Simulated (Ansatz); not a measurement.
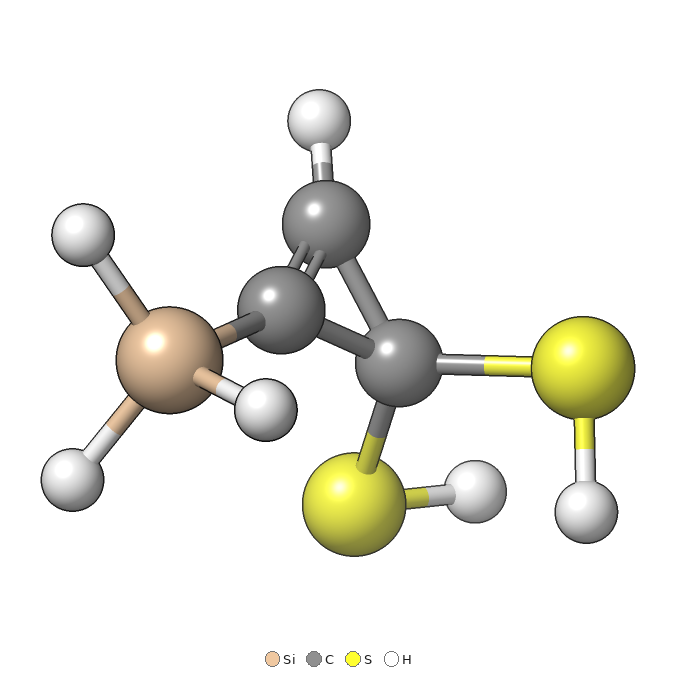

The computed structure is the end point of a PBE-D4/def2-SVP optimisation. No frequency run is at hand to confirm it as a minimum.

Give the structural formula.

SMILES: [SiH3]C1=CC1(S)S

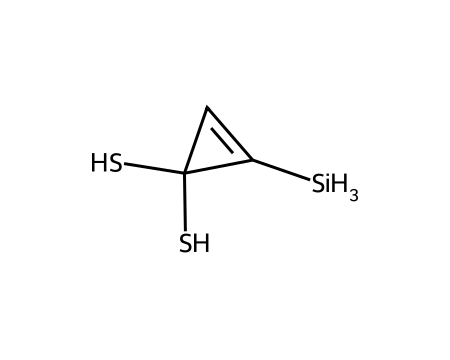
